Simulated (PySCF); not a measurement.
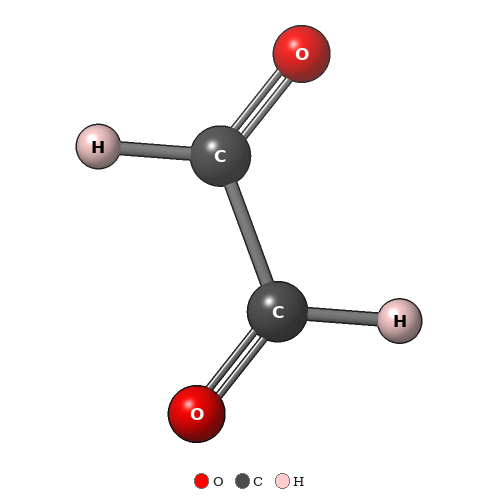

All atoms lie in one plane, which faces the viewer. Computed geometry: PBE0-D3(BJ)/def2-SVP optimisation. No frequency run is at hand to confirm it as a minimum.

> Which symmetry elements does this geometry have?

It has 1 C2 axis, 1 mirror plane and a centre of inversion, so the point group is C2h. The group has 4 operations. The geometry is achiral, and symmetry forbids a dipole moment.
